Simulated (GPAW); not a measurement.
The Ag L₃ edge of atom 1 in AgB2 (P6/mmm), with 12 B at 2.37 Å (12-fold, site symmetry 6/mmm), was computed in 2 ways: excited-electron core hole (neutral cell) and no core hole. Program and functional: GPAW, PBE, Gaussian full width 2.4 eV up to 4 eV, rising linearly to 3.5 eV at 25 eV; cells of 3 and 18 atoms (the run without a hole in the smaller).

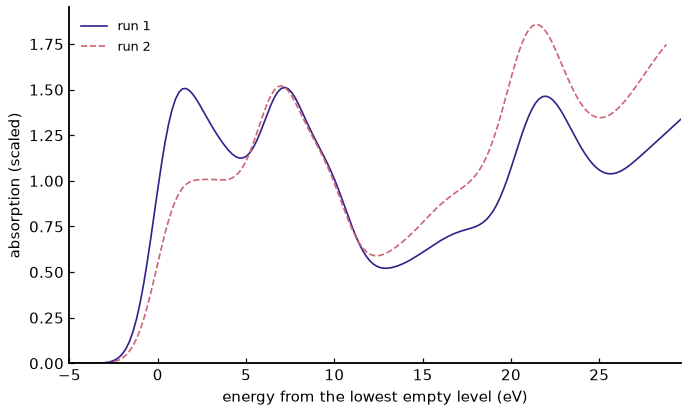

Each run is counted from its own lowest empty level or Fermi level and scaled to a mean of 1 over its first 20 eV.

**Question.** Which run is which?

Run 1: no core hole (area from −2 to 6 eV 8.5, main maxima 1.6 eV (1.51), 7.2 eV (1.51) and 22.0 eV (1.46)). Run 2: excited-electron core hole (neutral cell) (area from −2 to 6 eV 6.4, main maxima 7.0 eV (1.52) and 21.4 eV (1.86)). With each curve scaled to its own mean, the area from −2 to 6 eV with the hole is 6.4 against 8.5, and the centre of weight from −1 to 20 eV moves by +1.4 eV (first and strongest maxima below 20 eV: 1.6 eV (1.51) and 7.2 eV (1.51) without the hole, 7.0 eV (1.52) with it): the near-edge weight falls against the higher-lying part.

[Hosts, paths, dates, database ids (printed as entryN), source tags and the programs' standing remarks are cut or masked in the printed files.]

[Lists of maxima count a maximum above −3 eV only where it reaches 4 % of the highest in the window and stands out from its surroundings by 2 % of it (1.5 % where it reaches 55 %); shoulders and weaker maxima are passed over, and of the rest the first, up to two pre-edge ones and the few strongest are named.]
